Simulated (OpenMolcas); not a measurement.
A ladder of methods for C2H6In (SMILES C[In]C)

C2H6In: 9 atoms, total charge 0, spin state doublet. As SMILES, `C[In]C`. The coordinates come from a PBE0-D4/def2-TZVP relaxation.

Quantity: the vertical energy of the quartet above the doublet, in eV. The values are calculated.

```
                            level           kind     program  value (eV)  CPU time (all runs)
   UHF/def2-SVPD (core potential)   Hartree–Fock  OpenMolcas        3.36                 76 s
USVWN5/def2-SVPD (core potential)            LDA  OpenMolcas        4.02              2.9 min
 UBLYP/def2-SVPD (core potential)            GGA  OpenMolcas        3.90              4.3 min
  UPBE/def2-SVPD (core potential)            GGA  OpenMolcas        3.85              4.5 min
UM06-L/def2-SVPD (core potential)       meta-GGA  OpenMolcas        4.08              6.2 min
 UTPSS/def2-SVPD (core potential)       meta-GGA  OpenMolcas        3.73              6.2 min
UB3LYP/def2-SVPD (core potential)  global hybrid  OpenMolcas        3.91              4.4 min
```

Spin-orbit coupling, which can split open shells on such heavy atoms by tenths of an eV, is left out. The values span 3.36 to 4.08 eV. CPU times are rough (shared hosts, several kinds of processor): they show what a rung costs within a factor of a few.

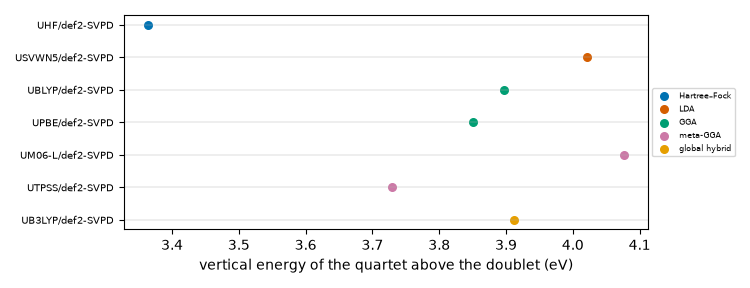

The values of the table, level by level.
